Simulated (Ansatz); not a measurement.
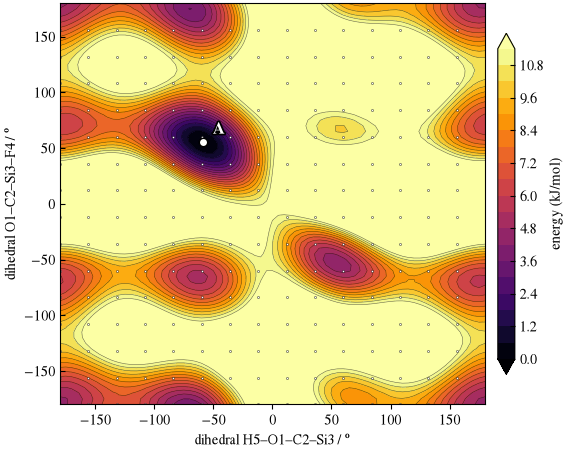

CH5FOSi, SMILES OC[SiH2]F. First axis: dihedral H5–O1–C2–Si3. Second axis: dihedral O1–C2–Si3–F4. Nothing is relaxed (all other coordinates rigid). The scan uses a 15 × 15 grid. Points are written as (first, second). All energies are given in kJ/mol relative to the lowest grid point. These are results of RKS PBE0-D4/def2-TZVP in Ansatz, not measurements.

The picture shows filled contours, dots at the grid points, one colour for all values above the top of the scale, the well A. Between grid points the surface is interpolated.

### Estimate the position of the minimum and the force constants in these coordinates. Take the well at A.

The interpolated minimum is at dihedral H5–O1–C2–Si3 ≈ −59°, dihedral O1–C2–Si3–F4 ≈ 55°. The curvatures there are about 0.34 eV/rad² and 0.52 eV/rad², with a cross term of about 0.16 eV/rad². Round the minimum the valley is somewhat tilted: raising dihedral H5–O1–C2–Si3 shifts the best value of dihedral O1–C2–Si3–F4 downwards (coupling k₁₂/√(k₁₁k₂₂) about 0.4). (1 eV is 96.5 kJ/mol.)
